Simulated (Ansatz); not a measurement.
Bond stretch in SeMg, lowest triplet found (which spin is the ground state isn't settled by this scan).

- ROCCSD(T) = CCSD(T) on ROHF/cc-pVDZ, cores with 3d frozen in Ansatz (a program for electronic structure)
- UCCSD(T) = Ansatz with CCSD(T) on UHF/cc-pVDZ, cores with 3d frozen
- UKS-CAM-B3LYP = Ansatz with unrestricted CAM-B3LYP/cc-pVDZ
- UKS-B3LYP = unrestricted B3LYP/cc-pVDZ (Ansatz)
- UKS-PBE = unrestricted PBE/cc-pVDZ in Ansatz
- ROCCSDT(Q) = Ansatz with CCSDT(Q)/B on ROHF/cc-pVDZ, cores with 3d frozen
- UCCSDT(Q) = CCSDT(Q) on UHF/cc-pVDZ, cores with 3d frozen (Ansatz)
- FCI = full CI/cc-pVDZ, cores with 3d frozen (Ansatz)

Cost and agreement with FCI over the 17 points of the scan, with FCI as yardstick. Costs are rough ratios of core time within Ansatz on shared cores, each with its mean field (Kohn-Sham runs search longer for lower solutions than correlated ones do); the miss is the largest difference from FCI of the curve after the mean shift, in mEh.

### Question
Which is the cheapest of these levels that stays within 0.56 mEh of FCI?

### Answer
ROCCSD(T).

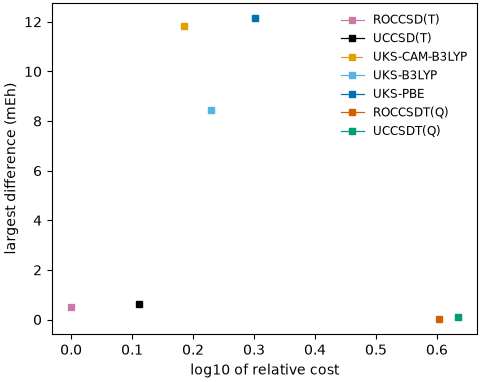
Figure. Miss against cost, one point a level.

```
level          relative cost  largest difference
-------------  -------------  ------------------
ROCCSD(T)                  1                 0.5
UCCSD(T)                   1                 0.6
UKS-CAM-B3LYP              2                11.8
UKS-B3LYP                  2                 8.4
UKS-PBE                    2                12.1
ROCCSDT(Q)                 4                 0.0
UCCSDT(Q)                  4                 0.1
```

Costs within a factor of two of each other count as equal.

The scan ran from 1.86 to 8.81 Å; beyond the distances shown full CI changes its symmetry label. The T1 diagnostic of CCSD on the restricted reference of ROCCSD(T), ROCCSDT(Q) exceeds 0.045 at 2.93 to 3.49 Å. The unrestricted determinant behind UCCSD(T), UCCSDT(Q) is spin-contaminated at 3.31 to 3.80 Å (<S²> up to 2.2, against 2.00 for a pure triplet).
